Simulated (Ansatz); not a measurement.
## Molecular dynamics of ZrH$_{2}$Cl$_{3}$F (part 5 of 5)

Continued. System: ZrH$_{2}$Cl$_{3}$F. Method: RKS B3LYP/def2-SVP (Ansatz 0.2.0). It belongs to a series of runs on one base structure; here: dynamics from the highest image of the converged band.

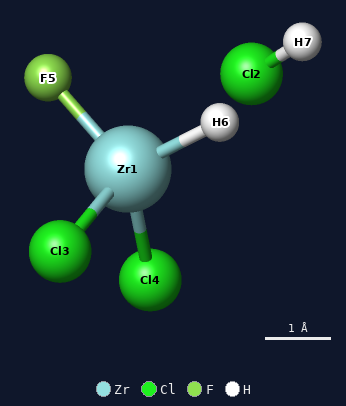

The geometry at step 178 of the log (ball-and-stick view, seen at a tilt; atoms are numbered from 1 in the order of the input).

## Trajectory as extended XYZ, continued
```
7
Properties=species:S:1:pos:R:3:forces:R:3 step=154 time_fs=77.0 energy=-41591.98961 temperature=91.1
Zr    0.4276    0.2061   -0.1588   -0.4058  -1.3520   0.3923
Cl   -0.7205    0.9841    2.4920   -0.2763   0.0165   0.1014
Cl    1.6534   -0.0233   -2.1295    0.3322  -0.0539  -0.0038
Cl   -1.2588    1.6226   -0.9942   -0.1621   0.1847   0.1672
F    -0.0987   -1.5982    0.3311    0.2529   1.1031  -0.2759
H     1.6271    0.7560    1.1563    0.2121   0.1411  -0.3704
H     0.4376    1.3200    2.9595    0.0470  -0.0394  -0.0109
7
Properties=species:S:1:pos:R:3:forces:R:3 step=156 time_fs=78.0 energy=-41591.98325 temperature=81.2
Zr    0.4283    0.2062   -0.1596   -0.4952  -1.4648   0.3754
Cl   -0.7215    0.9849    2.4914   -0.2575   0.0243   0.1104
Cl    1.6531   -0.0229   -2.1301    0.3404  -0.0539  -0.0139
Cl   -1.2589    1.6233   -0.9929   -0.1594   0.1863   0.1691
F    -0.0990   -1.6015    0.3339    0.2766   1.1835  -0.3022
H     1.6209    0.7495    1.1524    0.2680   0.1708  -0.3167
H     0.4313    1.3169    2.9762    0.0270  -0.0463  -0.0221
7
Properties=species:S:1:pos:R:3:forces:R:3 step=158 time_fs=79.0 energy=-41591.97885 temperature=74.4
Zr    0.4290    0.2060   -0.1604   -0.5793  -1.5566   0.3457
Cl   -0.7227    0.9858    2.4908   -0.2266   0.0335   0.1216
Cl    1.6529   -0.0225   -2.1306    0.3465  -0.0544  -0.0230
Cl   -1.2590    1.6241   -0.9915   -0.1559   0.1868   0.1712
F    -0.0991   -1.6042    0.3365    0.2958   1.2458  -0.3224
H     1.6173    0.7445    1.1455    0.3201   0.2000  -0.2555
H     0.4252    1.3133    2.9927   -0.0005  -0.0551  -0.0376
7
Properties=species:S:1:pos:R:3:forces:R:3 step=160 time_fs=80.0 energy=-41591.97674 temperature=71.2
Zr    0.4297    0.2057   -0.1611   -0.6524  -1.6245   0.3098
Cl   -0.7239    0.9866    2.4903   -0.1930   0.0414   0.1316
Cl    1.6529   -0.0221   -2.1312    0.3500  -0.0557  -0.0308
Cl   -1.2592    1.6249   -0.9901   -0.1513   0.1857   0.1738
F    -0.0991   -1.6063    0.3390    0.3105   1.2903  -0.3368
H     1.6167    0.7415    1.1361    0.3631   0.2260  -0.1937
H     0.4190    1.3093    3.0088   -0.0267  -0.0632  -0.0538
7
Properties=species:S:1:pos:R:3:forces:R:3 step=162 time_fs=81.0 energy=-41591.97736 temperature=72.1
Zr    0.4302    0.2053   -0.1618   -0.7083  -1.6656   0.2747
Cl   -0.7252    0.9874    2.4898   -0.1655   0.0456   0.1365
Cl    1.6529   -0.0218   -2.1317    0.3506  -0.0577  -0.0371
Cl   -1.2595    1.6258   -0.9887   -0.1455   0.1828   0.1766
F    -0.0989   -1.6077    0.3413    0.3208   1.3173  -0.3455
H     1.6196    0.7406    1.1249    0.3913   0.2458  -0.1386
H     0.4127    1.3046    3.0244   -0.0433  -0.0682  -0.0666
7
Properties=species:S:1:pos:R:3:forces:R:3 step=164 time_fs=82.0 energy=-41591.98109 temperature=77.9
Zr    0.4308    0.2047   -0.1624   -0.7410  -1.6773   0.2468
Cl   -0.7265    0.9883    2.4893   -0.1500   0.0450   0.1336
Cl    1.6530   -0.0214   -2.1323    0.3480  -0.0604  -0.0417
Cl   -1.2598    1.6268   -0.9871   -0.1384   0.1776   0.1796
F    -0.0986   -1.6084    0.3434    0.3267   1.3273  -0.3486
H     1.6262    0.7421    1.1123    0.3997   0.2568  -0.0967
H     0.4059    1.2993    3.0393   -0.0450  -0.0689  -0.0730
7
Properties=species:S:1:pos:R:3:forces:R:3 step=166 time_fs=83.0 energy=-41591.98804 temperature=88.7
Zr    0.4312    0.2038   -0.1630   -0.7465  -1.6576   0.2304
Cl   -0.7278    0.9891    2.4889   -0.1483   0.0394   0.1220
Cl    1.6532   -0.0211   -2.1329    0.3423  -0.0639  -0.0446
Cl   -1.2601    1.6278   -0.9856   -0.1299   0.1699   0.1829
F    -0.0980   -1.6085    0.3453    0.3283   1.3205  -0.3463
H     1.6367    0.7461    1.0988    0.3848   0.2567  -0.0726
H     0.3987    1.2933    3.0536   -0.0307  -0.0650  -0.0717
7
Properties=species:S:1:pos:R:3:forces:R:3 step=168 time_fs=84.0 energy=-41591.99786 temperature=103.8
Zr    0.4315    0.2029   -0.1636   -0.7228  -1.6055   0.2269
Cl   -0.7292    0.9900    2.4885   -0.1572   0.0301   0.1029
Cl    1.6535   -0.0208   -2.1335    0.3336  -0.0681  -0.0458
Cl   -1.2604    1.6288   -0.9840   -0.1201   0.1596   0.1863
F    -0.0974   -1.6079    0.3471    0.3254   1.2970  -0.3388
H     1.6508    0.7525    1.0845    0.3452   0.2447  -0.0679
H     0.3913    1.2867    3.0672   -0.0041  -0.0578  -0.0636
7
Properties=species:S:1:pos:R:3:forces:R:3 step=170 time_fs=85.0 energy=-41592.00973 temperature=122.2
Zr    0.4318    0.2017   -0.1642   -0.6711  -1.5217   0.2343
Cl   -0.7306    0.9909    2.4881   -0.1705   0.0195   0.0799
Cl    1.6539   -0.0205   -2.1341    0.3219  -0.0731  -0.0455
Cl   -1.2608    1.6299   -0.9823   -0.1090   0.1469   0.1899
F    -0.0965   -1.6066    0.3486    0.3182   1.2568  -0.3260
H     1.6682    0.7612    1.0697    0.2827   0.2210  -0.0807
H     0.3837    1.2796    3.0802    0.0278  -0.0493  -0.0520
7
Properties=species:S:1:pos:R:3:forces:R:3 step=172 time_fs=86.0 energy=-41592.02255 temperature=142.0
Zr    0.4320    0.2004   -0.1648   -0.5955  -1.4081   0.2480
Cl   -0.7321    0.9917    2.4877   -0.1797   0.0098   0.0577
Cl    1.6544   -0.0202   -2.1347    0.3079  -0.0788  -0.0438
Cl   -1.2612    1.6310   -0.9806   -0.0970   0.1320   0.1936
F    -0.0955   -1.6047    0.3501    0.3066   1.2000  -0.3078
H     1.6883    0.7720    1.0540    0.2015   0.1870  -0.1064
H     0.3765    1.2719    3.0927    0.0562  -0.0418  -0.0411
7
Properties=species:S:1:pos:R:3:forces:R:3 step=174 time_fs=87.0 energy=-41592.03513 temperature=161.4
Zr    0.4321    0.1989   -0.1653   -0.5021  -1.2676   0.2613
Cl   -0.7337    0.9926    2.4874   -0.1775   0.0030   0.0408
Cl    1.6550   -0.0199   -2.1354    0.2919  -0.0852  -0.0412
Cl   -1.2616    1.6322   -0.9788   -0.0843   0.1152   0.1973
F    -0.0944   -1.6022    0.3513    0.2907   1.1264  -0.2843
H     1.7103    0.7846    1.0373    0.1079   0.1454  -0.1386
H     0.3698    1.2639    3.1048    0.0733  -0.0372  -0.0353
7
Properties=species:S:1:pos:R:3:forces:R:3 step=176 time_fs=88.0 energy=-41592.04652 temperature=179.0
Zr    0.4322    0.1973   -0.1658   -0.3981  -1.1041   0.2674
Cl   -0.7352    0.9935    2.4871   -0.1597   0.0002   0.0325
Cl    1.6556   -0.0197   -2.1360    0.2745  -0.0922  -0.0378
Cl   -1.2621    1.6334   -0.9770   -0.0712   0.0971   0.2011
F    -0.0931   -1.5991    0.3525    0.2705   1.0359  -0.2552
H     1.7333    0.7986    1.0193    0.0093   0.0993  -0.1704
H     0.3637    1.2555    3.1165    0.0748  -0.0362  -0.0375
7
Properties=species:S:1:pos:R:3:forces:R:3 step=178 time_fs=89.0 energy=-41592.05606 temperature=193.8
Zr    0.4322    0.1956   -0.1662   -0.2910  -0.9214   0.2603
Cl   -0.7369    0.9944    2.4868   -0.1269   0.0010   0.0332
Cl    1.6563   -0.0195   -2.1367    0.2562  -0.0998  -0.0341
Cl   -1.2626    1.6346   -0.9751   -0.0581   0.0782   0.2048
F    -0.0916   -1.5955    0.3534    0.2460   0.9286  -0.2205
H     1.7564    0.8136    0.9997   -0.0871   0.0521  -0.1958
H     0.3584    1.2468    3.1279    0.0608  -0.0386  -0.0479
7
Properties=species:S:1:pos:R:3:forces:R:3 step=180 time_fs=90.0 energy=-41592.06347 temperature=205.3
Zr    0.4322    0.1938   -0.1667   -0.1873  -0.7238   0.2352
Cl   -0.7385    0.9953    2.4865   -0.0841   0.0040   0.0406
Cl    1.6571   -0.0193   -2.1373    0.2375  -0.1079  -0.0304
Cl   -1.2631    1.6358   -0.9732   -0.0452   0.0590   0.2084
F    -0.0901   -1.5914    0.3543    0.2175   0.8048  -0.1801
H     1.7787    0.8290    0.9782   -0.1747   0.0068  -0.2098
H     0.3537    1.2377    3.1388    0.0363  -0.0428  -0.0640
7
Properties=species:S:1:pos:R:3:forces:R:3 step=182 time_fs=91.0 energy=-41592.06880 temperature=213.5
Zr    0.4322    0.1919   -0.1671   -0.0926  -0.5148   0.1894
Cl   -0.7402    0.9962    2.4862   -0.0393   0.0072   0.0505
Cl    1.6580   -0.0192   -2.1380    0.2189  -0.1164  -0.0269
Cl   -1.2636    1.6371   -0.9712   -0.0328   0.0399   0.2120
F    -0.0884   -1.5869    0.3551    0.1851   0.6650  -0.1340
H     1.7994    0.8446    0.9547   -0.2482  -0.0339  -0.2096
H     0.3493    1.2282    3.1491    0.0089  -0.0469  -0.0813
7
Properties=species:S:1:pos:R:3:forces:R:3 step=184 time_fs=92.0 energy=-41592.07228 temperature=218.9
Zr    0.4322    0.1899   -0.1675   -0.0114  -0.2984   0.1214
Cl   -0.7419    0.9971    2.4859   -0.0008   0.0089   0.0576
Cl    1.6589   -0.0191   -2.1387    0.2008  -0.1252  -0.0239
Cl   -1.2641    1.6383   -0.9691   -0.0212   0.0214   0.2153
F    -0.0866   -1.5821    0.3558    0.1493   0.5103  -0.0824
H     1.8177    0.8598    0.9292   -0.3036  -0.0677  -0.1934
H     0.3450    1.2182    3.1586   -0.0130  -0.0491  -0.0947
7
Properties=species:S:1:pos:R:3:forces:R:3 step=186 time_fs=93.0 energy=-41592.07412 temperature=221.7
Zr    0.4322    0.1880   -0.1679    0.0532  -0.0778   0.0316
Cl   -0.7436    0.9979    2.4856    0.0250   0.0080   0.0580
Cl    1.6599   -0.0190   -2.1394    0.1833  -0.1343  -0.0216
Cl   -1.2646    1.6396   -0.9670   -0.0103   0.0037   0.2184
F    -0.0848   -1.5770    0.3565    0.1104   0.3420  -0.0256
H     1.8330    0.8743    0.9018   -0.3382  -0.0931  -0.1609
H     0.3405    1.2078    3.1672   -0.0233  -0.0485  -0.0999
7
Properties=species:S:1:pos:R:3:forces:R:3 step=188 time_fs=94.0 energy=-41592.07441 temperature=222.2
Zr    0.4322    0.1860   -0.1683    0.0989   0.1435  -0.0787
Cl   -0.7452    0.9988    2.4854    0.0352   0.0045   0.0496
Cl    1.6609   -0.0189   -2.1401    0.1668  -0.1436  -0.0200
Cl   -1.2651    1.6409   -0.9648   -0.0004  -0.0129   0.2211
F    -0.0829   -1.5718    0.3572    0.0690   0.1622   0.0360
H     1.8452    0.8880    0.8730   -0.3505  -0.1088  -0.1129
H     0.3359    1.1969    3.1749   -0.0190  -0.0448  -0.0950
7
Properties=species:S:1:pos:R:3:forces:R:3 step=190 time_fs=95.0 energy=-41592.07298 temperature=220.0
Zr    0.4322    0.1840   -0.1687    0.1246   0.3621  -0.2067
Cl   -0.7469    0.9997    2.4852    0.0314  -0.0010   0.0328
Cl    1.6619   -0.0189   -2.1408    0.1514  -0.1529  -0.0193
Cl   -1.2657    1.6421   -0.9626    0.0085  -0.0284   0.2234
F    -0.0810   -1.5664    0.3579    0.0259  -0.0265   0.1015
H     1.8540    0.9006    0.8430   -0.3400  -0.1142  -0.0511
H     0.3311    1.1856    3.1817   -0.0018  -0.0389  -0.0807
7
Properties=species:S:1:pos:R:3:forces:R:3 step=192 time_fs=96.0 energy=-41592.06951 temperature=214.6
Zr    0.4322    0.1821   -0.1691    0.1304   0.5745  -0.3487
Cl   -0.7486    1.0006    2.4849    0.0188  -0.0073   0.0110
Cl    1.6631   -0.0189   -2.1415    0.1371  -0.1622  -0.0194
Cl   -1.2662    1.6434   -0.9603    0.0165  -0.0427   0.2252
F    -0.0790   -1.5611    0.3586   -0.0180  -0.2208   0.1699
H     1.8596    0.9122    0.8126   -0.3079  -0.1094   0.0223
H     0.3263    1.1739    3.1877    0.0230  -0.0322  -0.0602
7
Properties=species:S:1:pos:R:3:forces:R:3 step=194 time_fs=97.0 energy=-41592.06366 temperature=205.5
Zr    0.4322    0.1802   -0.1695    0.1177   0.7777  -0.5000
Cl   -0.7502    1.0015    2.4847    0.0051  -0.0128  -0.0110
Cl    1.6642   -0.0190   -2.1422    0.1242  -0.1713  -0.0202
Cl   -1.2667    1.6446   -0.9580    0.0236  -0.0558   0.2265
F    -0.0771   -1.5559    0.3594   -0.0618  -0.4167   0.2398
H     1.8622    0.9227    0.7824   -0.2565  -0.0952   0.1038
H     0.3217    1.1619    3.1931    0.0478  -0.0260  -0.0388
7
Properties=species:S:1:pos:R:3:forces:R:3 step=196 time_fs=98.0 energy=-41592.05531 temperature=192.6
Zr    0.4322    0.1784   -0.1700    0.0896   0.9689  -0.6548
Cl   -0.7519    1.0024    2.4845   -0.0019  -0.0164  -0.0278
Cl    1.6654   -0.0191   -2.1429    0.1124  -0.1800  -0.0216
Cl   -1.2672    1.6459   -0.9556    0.0299  -0.0679   0.2272
F    -0.0752   -1.5509    0.3604   -0.1044  -0.6097   0.3096
H     1.8624    0.9323    0.7532   -0.1903  -0.0732   0.1893
H     0.3175    1.1497    3.1982    0.0646  -0.0217  -0.0220
7
Properties=species:S:1:pos:R:3:forces:R:3 step=198 time_fs=99.0 energy=-41592.04472 temperature=176.3
Zr    0.4323    0.1767   -0.1706    0.0513   1.1458  -0.8061
Cl   -0.7536    1.0033    2.4843    0.0037  -0.0179  -0.0354
Cl    1.6666   -0.0193   -2.1436    0.1018  -0.1882  -0.0232
Cl   -1.2677    1.6471   -0.9531    0.0355  -0.0791   0.2272
F    -0.0733   -1.5462    0.3615   -0.1446  -0.7947   0.3775
H     1.8608    0.9412    0.7258   -0.1155  -0.0463   0.2741
H     0.3140    1.1372    3.2030    0.0678  -0.0197  -0.0141
7
Properties=species:S:1:pos:R:3:forces:R:3 step=200 time_fs=100.0 energy=-41592.03261 temperature=157.5
Zr    0.4323    0.1752   -0.1712    0.0096   1.3071  -0.9465
Cl   -0.7552    1.0042    2.4840    0.0233  -0.0174  -0.0324
Cl    1.6678   -0.0195   -2.1444    0.0923  -0.1957  -0.0248
Cl   -1.2682    1.6483   -0.9506    0.0405  -0.0897   0.2266
F    -0.0715   -1.5419    0.3628   -0.1814  -0.9663   0.4412
H     1.8581    0.9497    0.7010   -0.0400  -0.0184   0.3524
H     0.3110    1.1245    3.2077    0.0557  -0.0196  -0.0167
```

This output came from the following input.

## Input file
```yaml
crystal:
  periodic: [false, false, false]
  atoms:
    - { symbol: Zr, position_ang: [0.364991, 0.23351, -0.222416] }
    - { symbol: Cl, position_ang: [-0.631917, 0.906877, 2.558078] }
    - { symbol: Cl, position_ang: [1.808865, -0.109364, -2.031062] }
    - { symbol: Cl, position_ang: [-1.347007, 1.657401, -0.99294] }
    - { symbol: F, position_ang: [-0.097373, -1.505619, 0.373704] }
    - { symbol: H, position_ang: [1.613153, 1.088039, 0.87634] }
    - { symbol: H, position_ang: [0.609686, 1.281655, 2.358896] }
basis:
  gaussian: { orbitals: def2-SVP }
hamiltonian:
  xc: b3lyp
md:
  timestep: 0.5
  n_steps: 200
  ensemble: nve
  temperature: 300.0
  initial_velocities: maxwell_boltzmann
  seed: 9196
```

Launched with:
```bash
ansatz run input.yaml --threads 2 --pin off --max-ram 3072MiB --backend cpu --events-out ev --progress --plain --runs-dir out
```

## Results in brief

| quantity | value |
| --- | --- |
| outcome | finished |
| mean temperature over the second half | 145 K |
| trajectory | 200 steps, 100 fs |
| ensemble | nve |
| temperature in the input | 300.0 K |
| time step | 0.5 fs |
| potential energy (last step) | −41592.0329 eV |
| mean-field energy (last step) | −41592.0329 eV |
| largest force (length of the vector) (last step) | 1.614 eV/Å |
| hardware | 2 threads of Arm Neoverse V2, 24 GiB of memory available, shared host |
| wall time | 10 min (CPU time 20 min) |
| peak memory | 0.27 GiB |

## Notes

So short a trajectory is not equilibrated.
